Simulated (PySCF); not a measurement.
**C3GaN3: density, localisation and related maps**

The calculation's input:

```
{"job": {"kind": "sp", "xc": "wB97X", "basis": "ma-def2-SVP", "d3": "d3bj", "grid": 2}, "charge": 0, "multiplicity": 1}
N     -2.157546    -2.165481     0.272215
C     -1.345991    -1.343099     0.168635
Ga    -0.001787     0.004267    -0.004820
C      1.768615    -0.487387    -0.529365
N      2.843420    -0.783721    -0.849652
C     -0.421287     1.836396     0.341627
N     -0.678344     2.948689     0.547581
```

Command:

```sh
OMP_NUM_THREADS=1 python redox_run.py task.json out
```

Geometry: PBE0-D3(BJ)/ma-def2-SVP.

Level of theory: DFT single point, gas phase, functional wB97X (PySCF 2.14.0, density-fitted response routines).

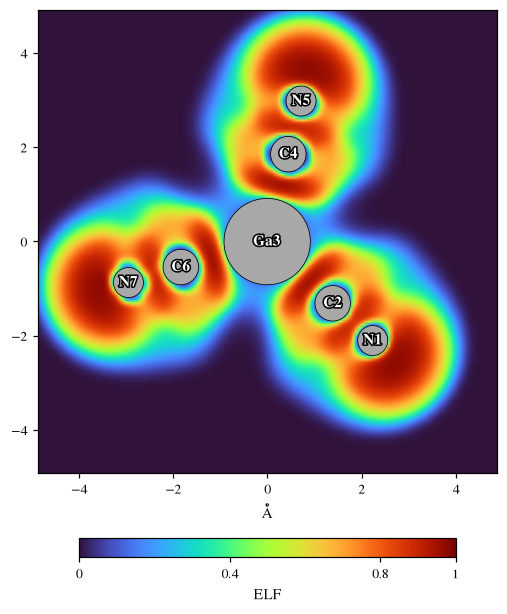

Figure 1. Electron localisation function on the molecular plane. Grey discs cover the atomic cores.

> Interpret the plot.

- Atoms in the plane: N, C and Ga.
- C–N (1.16 Å): the ELF peaks at about 0.90 between the atoms: a multiple bond.
- C–Ga (1.91 Å): the ELF peaks at about 0.95 in the valence shell of C, 0.7 Å from its nucleus, and is about 0.50 at the midpoint.
- The ELF also peaks beside N1, N7 and N5, away from the bonds: lone-pair regions.

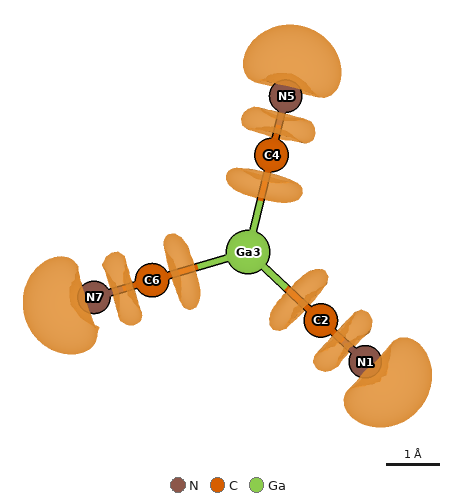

Figure 2. Isosurface of the electron localisation function at 0.8 (orange), seen across its widest extent. Core shells and regions of very low density are left out.

> What do the ELF domains correspond to?

At this value the surface marks out three regions between bonded C–N atoms (shared pairs), three lobes of the valence shell of C pointing towards Ga (polar bonds) and three lobes on N, pointing away from the bonds (lone pairs).

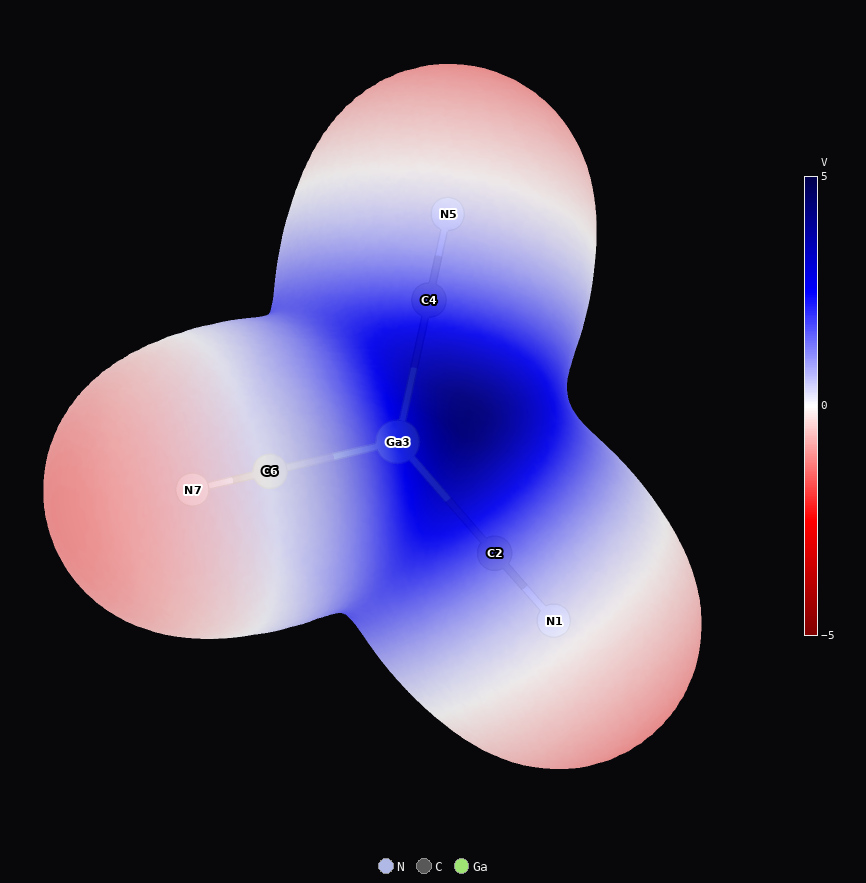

Figure 3. The molecular electrostatic potential painted on the density surface at 0.001 e/bohr³, seen at a tilt; red is negative and blue positive.

> Where is the surface potential most negative and most positive?

The most negative region (about −1.0 V) lies over N1, N5 and N7, the most positive (about +4.3 V) over Ga3.
